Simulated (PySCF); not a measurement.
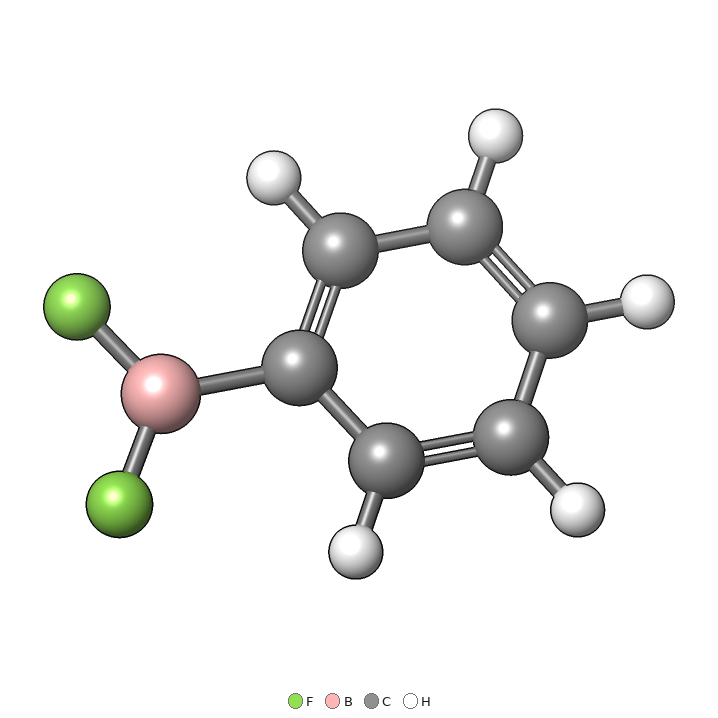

Ball-and-stick drawing of a structure. Double and triple bonds are drawn as two and three sticks.

The geometry was computed by an optimisation with PBE0-D3(BJ)/def2-TZVP. No frequency run is at hand to confirm it as a minimum.

What is the molecular formula?

Answer. C₆H₅BF₂, 14 atoms: 6 carbon, 5 hydrogen, 1 boron and 2 fluorine.

What is its SMILES?

Answer. FB(F)c1ccccc1

Count the bonded pairs by element.

Answer. 6 C–C, 5 C–H, 2 B–F, 1 C–B.

Describe its rings.

Answer. Independent rings (smallest set): 1 of 6 members, 1 of them aromatic.

The parts below concern this one geometry. Atoms keep their numbers from picture to picture.

## Quadrupole coupling

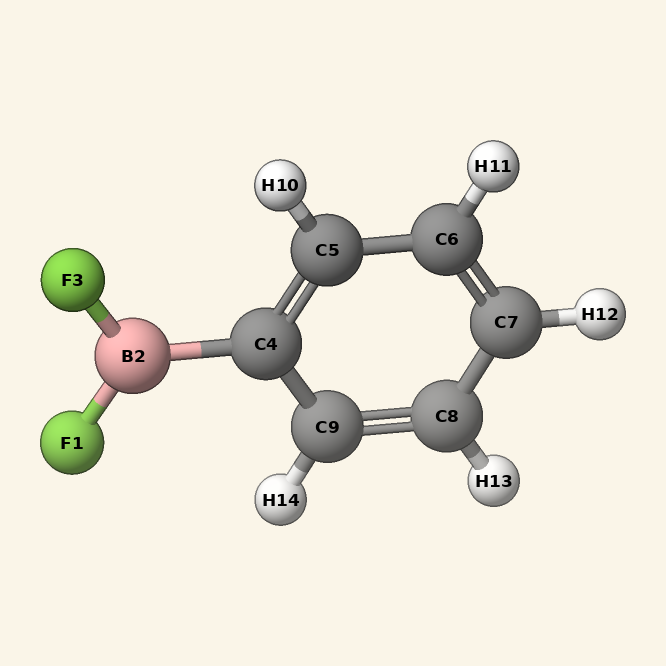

No frequency run is at hand to confirm it as a minimum. Electric field gradients from the ground-state density, PBE0/pcSseg-2 (PySCF 2.14.0), non-relativistic apart from any core potentials.

Give the largest field-gradient component, the quadrupole coupling constant and the asymmetry for 11B at B2 (Q = 40.59 mb), 2H at H10 (Q = 2.86 mb), 2H at H11 (Q = 2.86 mb), 2H at H12 (Q = 2.86 mb).

| atom | V_zz (a.u.) | e²qQ/h (MHz) | η |
| --- | --- | --- | --- |
| B2 | 0.359 | 3.42 | 0.67 |
| H10 | 0.291 | 0.195 | 0.06 |
| H11 | 0.295 | 0.198 | 0.06 |
| H12 | 0.294 | 0.197 | 0.05 |

## Electronic properties

No frequency run is at hand to confirm it as a minimum. Properties computed with B97-2/pcSseg-2, gas phase (PySCF 2.14.0).

Give the HOMO energy (Kohn–Sham orbital) at this level.

Answer. −7.46 eV.

What is the dipole moment?

Answer. 2.46 D.

Give the LUMO energy (Kohn–Sham orbital) at this level.

Answer. −1.51 eV.

## Ring current

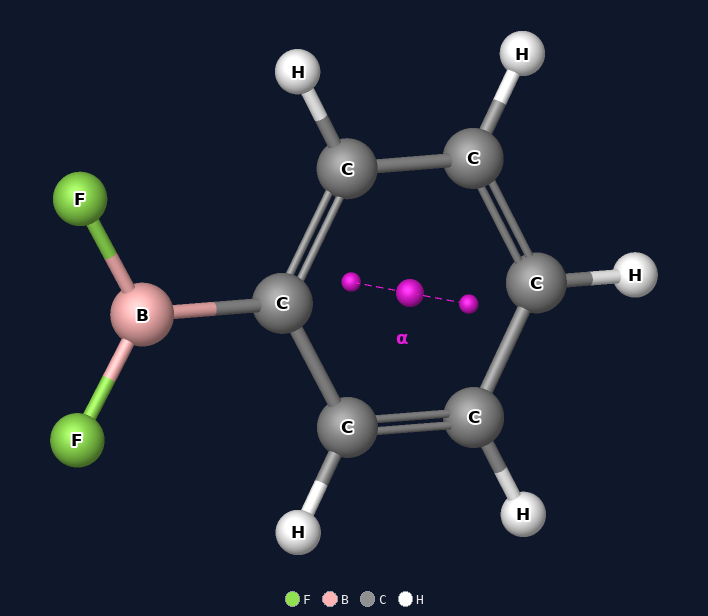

The small points mark where nucleus-independent chemical shifts (NICS) were computed: at the centre of each lettered ring and 1 Å above and below it. No frequency run is at hand to confirm it as a minimum. Properties computed with GIAO KT3/pcSseg-2 NMR shielding, non-relativistic, gas phase (PySCF 2.14.0).

Give NICS(0), NICS(1) and the out-of-plane component NICS(1)zz for each ring (means of the two sides).

```tsv
ring	members	NICS(0)	NICS(1)	NICS(1)zz
α	C6	−7.5	−9.6	−27.6
```

Values in ppm.

What do the values say about the ring currents?

Answer. Ring α: diatropic, as in an aromatic ring. NICS is one index among several.
